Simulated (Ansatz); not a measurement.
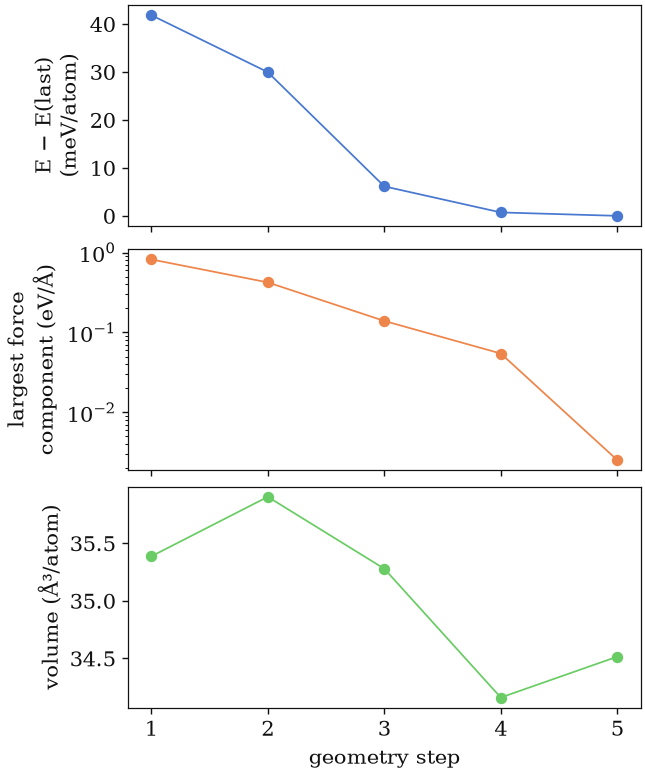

Figure made from data computed with Ansatz.

History of a geometry optimisation. Atoms and cell relax. A closing SCF on a freshly chosen basis isn't drawn.

```
crystal:
  lattice:
    - [2.2251432831, 1.2846870735, 4.1262563025]
    - [-2.2251432831, 1.2846870735, 4.1262563025]
    - [0.0, -2.5693741469, 4.1262563025]
  atoms:
    - { symbol: Bi, position: [0.22754, 0.22754, 0.22754] }
    - { symbol: Bi, position: [0.77246, 0.77246, 0.77246] }
basis:
  ecutwfc: 600
  ecutrho_ratio: 5
kpoints:
  mp_grid: { grid: [12, 12, 12] }
hamiltonian:
  xc: pbesol
scf:
  occupations: { method: gaussian, width: 0.05 }
output:
  forces: true
  stress: true
  eigenvalues: true
relax:
  f_tol: 0.01
  max_steps: 60
  cell: { stress_tol: 0.15 }
```

How did it end, and what did it gain?

Answer. The optimisation met its thresholds at geometry 5, counting the start as the first. The energy fell by about 42 meV/atom from the first step to the last. The largest force component goes from about 0.82 eV/Å at the start to 2.5 × 10⁻³ eV/Å at the end.

What happens to the cell?

Answer. The volume shrinks from 35.4 to 34.5 Å³ per atom (−2 %), overshooting to 34.2 at step 4. The start was expanded.
